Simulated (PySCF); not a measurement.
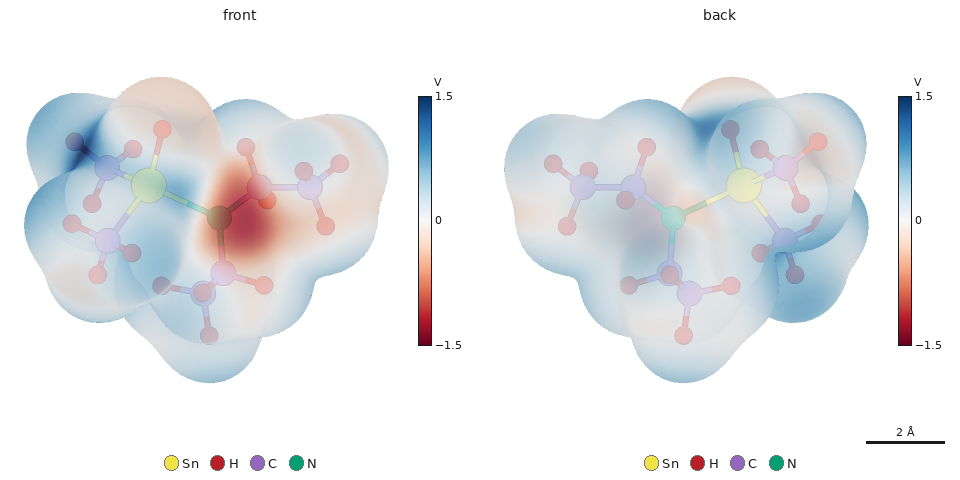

Figure. C6H17NSn (SnHMe2(NEt2)). The molecular electrostatic potential painted on the density surface at 0.002 e/bohr³, seen from the front and from behind; red is negative and blue positive.

Geometry: PBE0-D3(BJ)/def2-SVP; core potentials replace the inner electrons of Sn.

All numbers below come from CAM-B3LYP/def2-SVPD, SCF density, gas phase, scalar-relativistic core potentials on the heavy atoms (PySCF 2.14.0).

```xyz
25

Sn    0.6993    1.2558    0.7861
H     0.7143    1.3217    2.5065
C     2.7104    1.0208    0.0406
H     3.3829    1.7535    0.5107
H     2.7244    1.1698   -1.0486
H     3.0788    0.0091    0.2632
C    -0.2636    2.9558   -0.1035
H     0.2164    3.8851    0.2351
H    -1.3240    2.9784    0.1846
H    -0.1914    2.9025   -1.1993
N    -0.4792   -0.3554    0.3262
C    -1.1663   -0.3945   -0.9435
C    -0.2849   -0.7046   -2.1515
C    -0.2141   -1.6353    0.9457
C    -1.4309   -2.2335    1.6425
H    -1.6765    0.5710   -1.1109
H    -1.9826   -1.1401   -0.8935
H     0.4762    0.0804   -2.2953
H     0.2473   -1.6603   -2.0236
H    -0.8768   -0.7711   -3.0787
H     0.1859   -2.3716    0.2159
H     0.5885   -1.5162    1.6954
H    -1.7863   -1.5597    2.4371
H    -2.2639   -2.3861    0.9386
H    -1.1936   -3.2117    2.0908
```

**Where is the surface potential most negative and most positive?**

The most negative region (about −1.1 V, or −25 kcal/mol for a unit charge) lies over N11, the most positive (about +1.4 V, or +32 kcal/mol for a unit charge) over Sn1. N11 is the likeliest acceptor of a hydrogen bond.
